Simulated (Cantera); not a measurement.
Feed: 1 mol Si, 0.72 mol Br₂, 6.6 mol N₂, held at 3.90 Pa.

Equilibrium computed with Cantera from the NASA thermochemical tables; the gas is ideal and each condensed phase is pure. Candidate condensed phases: Br₂, Si, Si₃N₄; 13 gas species. N₂ is the only nitrogen source here; it is nearly inert below about 1500 K, so the nitride shown seldom forms there in practice. The tables' values for SiBr, SiBr₃, SiN are old estimates; treat these amounts as uncertain. Rates play no part.

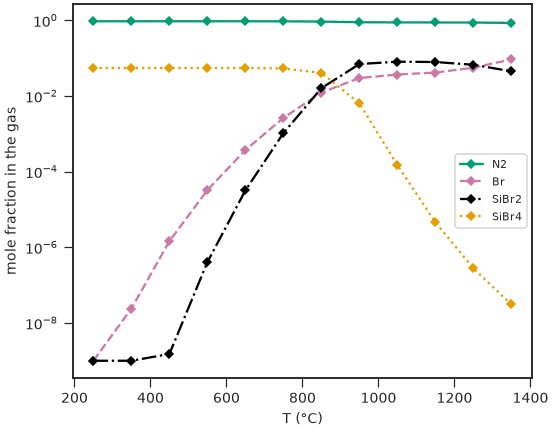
Equilibrium gas composition (values under 1e-9 drawn at 1e-9)

From 250 °C to 1150 °C the condensed part is Si₃N₄(s). From 1250 °C to 1350 °C the condensed part is Si(s). The main Si-bearing gas is SiBr₄ at 250 °C and SiBr₂ at 1350 °C.
